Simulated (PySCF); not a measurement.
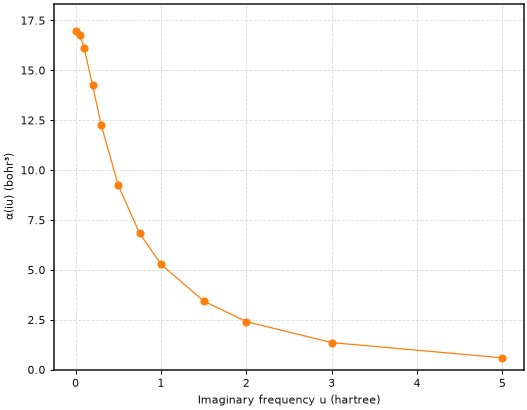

Dipole polarisability at imaginary frequency of an atom or ion with 77 electrons in the configuration [Xe] 4f¹⁴ 5d⁹. Coupled response at the PBEsol level; PySCF, def2-QZVPPD with a 60-electron core potential, unrestricted single determinants, no spin-orbit coupling.

Which species is it, and what does the curve give?

Answer. Pt⁺ (platinum, Z = 78). The static dipole polarisability is 17.0 bohr³; α(iu) falls to half of it near u = 0.57 hartree. The Casimir–Polder integral gives C₆ = 129 hartree bohr⁶ for two such species.

Caveat: spin-contaminated determinant.
